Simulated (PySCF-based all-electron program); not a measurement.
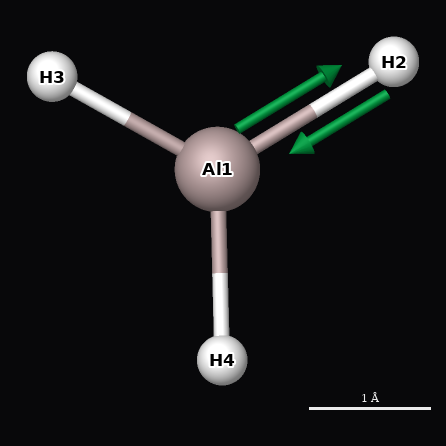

Arrows show the forces on the atoms, 0.7 Å of arrow for 1 eV/Å; forces under a tenth of the largest aren't drawn. Level of theory: PBE, all-electron, scalar-relativistic (spin-free Dirac), large uncontracted Gaussian sets (PySCF-based all-electron program).

Question: Which bond do the forces act along most?

Answer: Al1–H2, now 1.738 Å: the forces pull its atoms together, so a first step downhill shortens it.

List the force components in the frame of the picture (x right, y up, z towards the viewer), in eV/Å.

```
atom     Fx     Fy     Fz
 Al1   1.24   0.76  −0.27
  H2  −1.16  −0.71   0.25
  H3  −0.11   0.09   0.01
  H4   0.03  −0.14   0.00
```
